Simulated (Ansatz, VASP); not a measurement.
# Ge (Germanium): VASP beside Ansatz, part 2 of 2

Aim: how closely do two programs agree when they are given the same cell, functional and k mesh?

VASP 6.6.1 and Ansatz 0.2.0.

So far. Step 2 (VASP: band structure, PBE): The run ends at a pressure of 3.29 GPa.

## (6) VASP: band structure, r2SCAN

Level of this step: r2SCAN; plane waves and PAW (Ge_d) (VASP).

The same cell, functional, mesh and smearing now go to VASP, with its own data sets and cutoff.

INCAR

```
SYSTEM = Ge
PREC = Accurate
ENCUT = 410
EDIFF = 1E-06
NELM = 100
ISMEAR = 0
SIGMA = 0.02
LREAL = .FALSE.
ALGO = Normal
METAGGA = R2SCAN
LASPH = .TRUE.
NBANDS = 26
LORBIT = 11
LWAVE = .FALSE.
LCHARG = .FALSE.
KPAR = 4
```

POSCAR

```
Ge
1.0
    0.0000000000      2.8289100000      2.8289100000
    2.8289100000      0.0000000000      2.8289100000
    2.8289100000      2.8289100000      0.0000000000
Ge
2
Direct
    0.0000000000      0.0000000000      0.0000000000
    0.2500000000      0.2500000000      0.2500000000
```

KPOINTS

```
Automatic mesh
0
Gamma
4 4 4
0 0 0
```

KPOINTS_OPT

```
Line mode
16
Line-mode
Reciprocal
  0.00000000   0.00000000   0.00000000 GAMMA
  0.50000000   0.00000000   0.50000000 X

  0.50000000   0.00000000   0.50000000 X
  0.50000000   0.25000000   0.75000000 W

  0.50000000   0.25000000   0.75000000 W
  0.37500000   0.37500000   0.75000000 K

  0.37500000   0.37500000   0.75000000 K
  0.00000000   0.00000000   0.00000000 GAMMA

  0.00000000   0.00000000   0.00000000 GAMMA
  0.50000000   0.50000000   0.50000000 L

  0.50000000   0.50000000   0.50000000 L
  0.62500000   0.25000000   0.62500000 U

  0.62500000   0.25000000   0.62500000 U
  0.50000000   0.25000000   0.75000000 W

  0.50000000   0.25000000   0.75000000 W
  0.50000000   0.50000000   0.50000000 L

  0.50000000   0.50000000   0.50000000 L
  0.37500000   0.37500000   0.75000000 K

  0.62500000   0.25000000   0.62500000 U
  0.50000000   0.00000000   0.50000000 X
```

PAW data sets: Ge_d (PBE family, release 64).

On the command line:

```console
mpirun -np 4 vasp_std
```

Numbers of over 12 decimals in the logs are rounded to 6 here.

What it wrote:

```text
[banner, memory and clock lines left out]
running    4 mpi-ranks, on    1 nodes
[...]
|                                                                             |
|               ----> ADVICE to this user running VASP <----                  |
|                                                                             |
|     You enforced a specific xc type in the INCAR file but a different       |
|     [... a line on the potential file left out ...]
|     I HOPE YOU KNOW WHAT YOU ARE DOING!                                     |
|                                                                             |

 LDA part: xc-table for (None), standard interpolation
 POSCAR, INCAR and KPOINTS ok, starting setup
[...]
entering main loop
       N       E                     dE             d eps       ncg     rms          rms(c)
DAV:   1     0.156845331122E+03    0.15685E+03   -0.11801E+04   516   0.271E+03
DAV:   2    -0.409003905949E+01   -0.16094E+03   -0.15335E+03   424   0.483E+02
[...]
1 F= -.27493534E+02 E0= -.27493534E+02  d E =-.562539E-47
 Start KPOINTS_OPT (optional k-point list driver)
k-point batch [1-8\160]
       N       E                     dE             ncg
DAV:   1    -0.168494180853E+04   -0.28860E+04      526
DAV:   2    -0.302265779376E+04   -0.13377E+04      424
DAV:   3    -0.323633736643E+04   -0.21368E+03      424
DAV:   4    -0.324207636052E+04   -0.57390E+01      446
DAV:   5    -0.324215530755E+04   -0.78947E-01      444
DAV:   6    -0.324215721259E+04   -0.19050E-02      444
DAV:   7    -0.324215727947E+04   -0.66881E-04      442
DAV:   8    -0.324215728226E+04   -0.27914E-05      410
DAV:   9    -0.324215728237E+04   -0.11631E-06      276
[...]
k-point batch [153-160\160]
       N       E                     dE             ncg
DAV:   1    -0.183277613672E+04   -0.89252E+04      532
DAV:   2    -0.315743353129E+04   -0.13247E+04      416
DAV:   3    -0.336513016368E+04   -0.20770E+03      516
DAV:   4    -0.337117663472E+04   -0.60465E+01      446
DAV:   5    -0.337125899018E+04   -0.82355E-01      500
DAV:   6    -0.337126103506E+04   -0.20449E-02      456
DAV:   7    -0.337126111109E+04   -0.76035E-04      490
DAV:   8    -0.337126111439E+04   -0.32984E-05      396
DAV:   9    -0.337126111453E+04   -0.14208E-06      244
```

Parts of OUTCAR (step 6):

```text
  Total        0.1164545      0.1164545      0.1164545     -0.0000000     -0.0000000     -0.0000000
  in kB        4.1207806      4.1207806      4.1207806     -0.0000000     -0.0000000     -0.0000000
  external PRESSURE =       4.1207806 kB  Pullay stress =       0.0000000 kB

  FREE ENERGIE OF THE ION-ELECTRON SYSTEM (eV)
  ---------------------------------------------------
  free  energy   TOTEN  =       -27.4935340545 eV

  energy  without entropy=      -27.4935340545  energy(sigma->0) =      -27.49353405

[... 3 parts as in an earlier step ...]

[... 1 further part left out ...]
[key lines of the parts left out:]
E-fermi :   5.0378
```

The run ends at a pressure of 0.41 GPa.

## (7) Side by side

What differs besides the data sets and the points named for the pairs above, as far as they apply: VASP keeps PBE cores, Ansatz makes them for the functional; the cutoff is 500 eV in Ansatz and 410 eV in VASP. Total energies have different zeros and are not compared.

The two programs side by side:

```
                     quantity  Ansatz   VASP  difference
               pressure (GPa)    0.68   0.41       +0.27
gap over the path points (eV)   0.453  0.410      +0.042
```

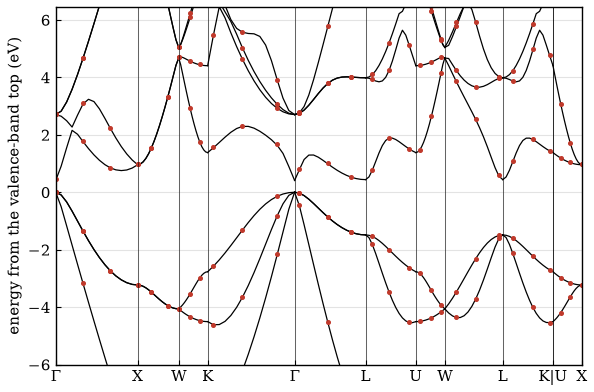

Bands from VASP (lines) and levels from Ansatz (dots). Dots without a line are higher empty bands that the VASP plot leaves out.

Levels at points of the path, from each program's valence-band top (eV; 3 filled, then empty):

```
k (reciprocal lattice)                             Ansatz                               VASP
     0.000 0.000 0.000      0.00 0.00 0.00 0.45 2.72 2.72      0.00 0.00 0.00 0.41 2.70 2.70
     0.167 0.000 0.167   -3.16 -1.35 -1.35 1.77 3.10 4.68   -3.18 -1.35 -1.35 1.76 3.07 4.67
     0.333 0.000 0.333   -6.37 -2.73 -2.73 0.86 2.24 7.77   -6.38 -2.74 -2.74 0.85 2.22 7.76
     0.500 0.000 0.500  -9.21 -3.23 -3.23 0.97 0.97 10.12  -9.21 -3.23 -3.23 0.96 0.96 10.10
     0.500 0.083 0.583   -9.18 -3.48 -3.48 1.55 1.55 9.11   -9.19 -3.48 -3.48 1.54 1.54 9.09
     0.500 0.183 0.683   -9.12 -3.94 -3.94 3.32 3.32 6.58   -9.13 -3.95 -3.95 3.31 3.31 6.57
     0.500 0.250 0.750   -9.10 -4.06 -4.06 4.70 4.70 5.05   -9.11 -4.06 -4.06 4.67 4.67 5.04
     0.450 0.300 0.750   -8.75 -4.34 -3.53 2.92 4.58 6.11   -8.76 -4.34 -3.53 2.90 4.56 6.10
     0.408 0.342 0.750   -8.61 -4.47 -2.97 1.75 4.45 7.21   -8.62 -4.47 -2.98 1.73 4.44 7.20
     0.350 0.350 0.700   -8.31 -4.61 -2.57 1.56 5.49 7.20   -8.32 -4.61 -2.58 1.55 5.47 7.17
```

Among the levels compared (up to four filled and three empty ones at each point), filled levels agree within 14 meV and empty ones within 42 meV. Ansatz's pressure holds a Pulay correction of 0.05 GPa; VASP's holds none.

## (8) VASP: band structure, PBE, spin-orbit coupling

The same path points are solved in both programs, so levels can be compared one by one.

INCAR, as its differences from that of step 6:

```diff
@@ -9,5 +9,9 @@
 ALGO = Normal
-METAGGA = R2SCAN
+GGA = PE
+LNONCOLLINEAR = .TRUE.
+MAGMOM = 0 0 0 0 0 0
+NBANDS = 40
+GGA_COMPAT = .FALSE.
 LASPH = .TRUE.
-NBANDS = 26
+LSORBIT = .TRUE.
 LORBIT = 11
```

POSCAR is that of step 6.

KPOINTS

```
Automatic mesh
0
Gamma
6 6 6
0 0 0
```

KPOINTS_OPT is that of step 6.

On the command line:

```console
mpirun -np 4 vasp_ncl
```

What it wrote:

```text
[... set-up lines as in an earlier step ...]
 entering main loop
       N       E                     dE             d eps       ncg     rms          rms(c)
DAV:   1     0.248898314208E+03    0.24890E+03   -0.11830E+04  1536   0.341E+03
DAV:   2     0.360121463494E+02   -0.21289E+03   -0.20496E+03  1280   0.779E+02
DAV:   3    -0.661325479721E+01   -0.42625E+02   -0.42194E+02  1424   0.188E+02
DAV:   4    -0.902318918951E+01   -0.24099E+01   -0.24057E+01  1472   0.534E+01
[...]
DAV:  11    -0.898291727273E+01   -0.62291E-05   -0.80615E-06  1472   0.308E-02    0.447E-03
DAV:  12    -0.898291961044E+01   -0.23377E-05   -0.27735E-06  1160   0.994E-03    0.188E-03
DAV:  13    -0.898291972192E+01   -0.11148E-06   -0.53597E-08   880   0.255E-03
   1 F= -.89829197E+01 E0= -.89828675E+01  d E =-.104486E-03  mag=     0.0000     0.0000    -0.0000
 Start KPOINTS_OPT (optional k-point list driver)
k-point batch [1-16\160]
       N       E                     dE             ncg
DAV:   1    -0.224872627328E+04   -0.82646E+04     1584
DAV:   2    -0.556216247125E+04   -0.33134E+04     1280
DAV:   3    -0.624341741949E+04   -0.68125E+03     1440
DAV:   4    -0.628119967978E+04   -0.37782E+02     1464
[...]
DAV:   8    -0.628193952402E+04   -0.37760E-04     1576
DAV:   9    -0.628193952567E+04   -0.16465E-05     1224
DAV:  10    -0.628193952577E+04   -0.95730E-07      888
[...]
k-point batch [145-160\160]
       N       E                     dE             ncg
DAV:   1    -0.240882511274E+04   -0.16522E+05     1592
DAV:   2    -0.573795842626E+04   -0.33291E+04     1288
DAV:   3    -0.639384544586E+04   -0.65589E+03     1488
DAV:   4    -0.643059803146E+04   -0.36753E+02     1440
[...]
DAV:   8    -0.643137119954E+04   -0.46689E-04     1472
DAV:   9    -0.643137120196E+04   -0.24136E-05     1232
DAV:  10    -0.643137120210E+04   -0.14750E-06      856
```

OUTCAR, selected parts (step 8):

```text
  Total        0.9516217      0.9516217      0.9516217     -0.0000000      0.0000000     -0.0000000
  in kB       33.6734446     33.6734446     33.6734446     -0.0000000      0.0000000     -0.0000000
  external PRESSURE =      33.6734446 kB  Pullay stress =       0.0000000 kB

  FREE ENERGIE OF THE ION-ELECTRON SYSTEM (eV)
  ---------------------------------------------------
  free  energy   TOTEN  =        -8.9829197219 eV

  energy  without entropy=       -8.9828152357  energy(sigma->0) =       -8.98286748

 magnetization (x)
# of ion       s       p       d       tot
------------------------------------------
    1        0.000   0.000  -0.000   0.000
    2        0.000   0.000  -0.000   0.000
--------------------------------------------------
tot          0.000   0.000  -0.000   0.000

 magnetization (y)
# of ion       s       p       d       tot
------------------------------------------
    1       -0.000   0.000  -0.000   0.000
    2       -0.000   0.000  -0.000   0.000
--------------------------------------------------
tot         -0.000   0.000  -0.000   0.000

 magnetization (z)
# of ion       s       p       d       tot
------------------------------------------
    1       -0.000   0.000  -0.000   0.000
    2        0.000   0.000  -0.000  -0.000
--------------------------------------------------
tot         -0.000   0.000  -0.000   0.000

[... 2 parts as in an earlier step ...]

[... 2 further parts left out ...]
[key lines of the parts left out:]
E-fermi :   5.0977
```

The run ends at a pressure of 3.37 GPa.

## (9) Ansatz: band structure, PBE, spin-orbit coupling

The same cell, functional, mesh and smearing now go to Ansatz, which takes its cutoff from its data sets.

input.yaml

```yaml
crystal:
  lattice:
    - [0.0, 2.82891, 2.82891]
    - [2.82891, 0.0, 2.82891]
    - [2.82891, 2.82891, 0.0]
  atoms:
    - { symbol: Ge, position: [0.0, 0.0, 0.0] }
    - { symbol: Ge, position: [0.25, 0.25, 0.25] }
hamiltonian:
  xc: pbe
  pseudopotentials: { kind: paw_fr }
magnetization:
  noncollinear: true
  spin_orbit: true
kpoints:
  mp_grid: { grid: [6, 6, 6] }
  band_path:
    path:
      - [0.0, 0.0, 0.0]
      - [0.16667, 0.0, 0.16667]
      - [0.33333, 0.0, 0.33333]
      - [0.5, 0.0, 0.5]
      - [0.5, 0.08333, 0.58333]
      - [0.5, 0.18333, 0.68333]
      - [0.5, 0.25, 0.75]
      - [0.45, 0.3, 0.75]
      - [0.40833, 0.34167, 0.75]
      - [0.35, 0.35, 0.7]
      - [0.225, 0.225, 0.45]
      - [0.075, 0.075, 0.15]
      - [0.03333, 0.03333, 0.03333]
      - [0.23333, 0.23333, 0.23333]
      - [0.4, 0.4, 0.4]
      - [0.51667, 0.46667, 0.51667]
      - [0.55833, 0.38333, 0.55833]
      - [0.60833, 0.28333, 0.60833]
      - [0.60833, 0.25, 0.64167]
      - [0.55833, 0.25, 0.69167]
      - [0.51667, 0.25, 0.73333]
      - [0.5, 0.3, 0.7]
      - [0.5, 0.38333, 0.61667]
      - [0.5, 0.48333, 0.51667]
      - [0.475, 0.475, 0.55]
      - [0.425, 0.425, 0.65]
      - [0.38333, 0.38333, 0.73333]
      - [0.59167, 0.18333, 0.59167]
      - [0.55, 0.1, 0.55]
      - [0.5, 0.0, 0.5]
    npoints: 1
scf:
  occupations: { method: gaussian, width: 0.02 }
  n_extra_bands: 14
output:
  forces: true
  stress: true
  eigenvalues: true
```

On the command line:

```console
ansatz run input.yaml --threads 2 --pin off --max-ram 4608MiB --backend cpu --events-out ev --progress --plain --runs-dir out
```

What it wrote:

```text
[...]
non-collinear run that drives no moment, with spin-orbit: no starting moment large enough to seed its density (crystal.atoms[].spin), no starting occupations that ask for one, no magnetisation constraint and no magnetic field, so the semilocal B_xc is pinned to zero
Crystal: 2 atoms, lattice volume = 45.278 Å³
[...]
k-point 1: bands = [... 24 lower, 7.9664, 7.9664, 8.1557, 8.1557, 9.5396, 9.5396, 11.7508, 11.7508, ... 10 higher]
  k-point 2: bands = [... 24 lower, 7.3224, 7.3224, 7.5086, 7.5086, 8.9921, 8.9921, 12.2961, 12.2961, ... 10 higher]
  k-point 15: bands = [... 24 lower, 4.8179, 4.8179, 4.8867, 4.8867, 11.2496, 11.2496, 11.3110, 11.3110, ... 10 higher]
[key lines of the parts left out:]
SCF converged after 8 iterations
Magnetization: |M| = 0.0000 μB,  M = (+0.0000, +0.0000, +0.0000) μB
Free energy (F): -8590.095952 eV
Fermi energy:    8.682601 eV
P = ⅓ Tr σ = 3.7608 GPa (37.608 kbar)
```

Elapsed: 6.1 s, on 2 threads of Arm Neoverse V2, shared host; peak memory 0.41 GiB.

## (10) Differences

What differs besides the data sets and the points named for the pairs above, as far as they apply: spin-orbit coupling enters by fully relativistic files in Ansatz and inside the spheres in VASP. Total energies have different zeros and are not compared.

The two programs side by side:

```
      quantity  Ansatz  VASP  difference
pressure (GPa)    3.76  3.37       +0.39
```

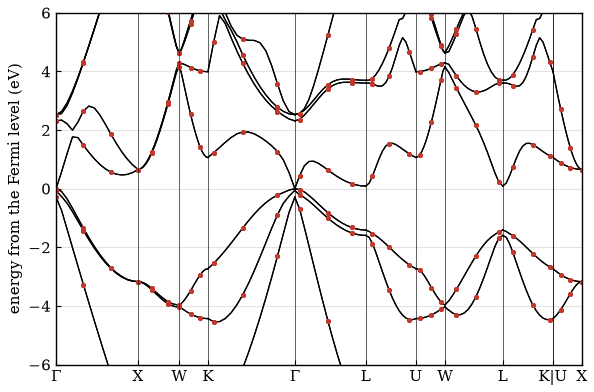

Bands from VASP (lines) and levels from Ansatz (dots). Dots without a line are higher empty bands that the VASP plot leaves out.

Levels from 3 eV below to 2 eV above the Fermi level differ by 3 meV r.m.s. and 5 meV at most; each VASP level is matched to the nearest of Ansatz, which flatters the figure a little.

## (11) Results

| Item | Value |
| --- | --- |
| difference in gap over the path points (band structure, PBE) | -0.0053 eV |
| difference in pressure (band structure, PBE) | 0.52 GPa |
| difference in gap over the path points (band structure, r2SCAN) | 0.042 eV |
| r.m.s. difference of levels near the Fermi level (band structure, PBE, spin-orbit coupling) | 3.3 meV |

The difference in gap over the path points is 0.042 eV (band structure, r2SCAN), within the 0.08 eV picked in this series as the mark of a large difference. 1 further run on this material is not shown. How closely two codes agree says nothing of how well the functional describes the real material.

[Lines on the potential files, build, host, timing and source positions are cut from VASP's logs without a mark.]

[Logs are printed without paths, hosts, clocks, repeated set-up lines and the standing remarks that a program may print on its own settings, such as how far it seeks lower states.]

[Hosts, paths, dates, database ids (printed as entryN), source tags and the programs' standing remarks are cut or masked in the printed files.]
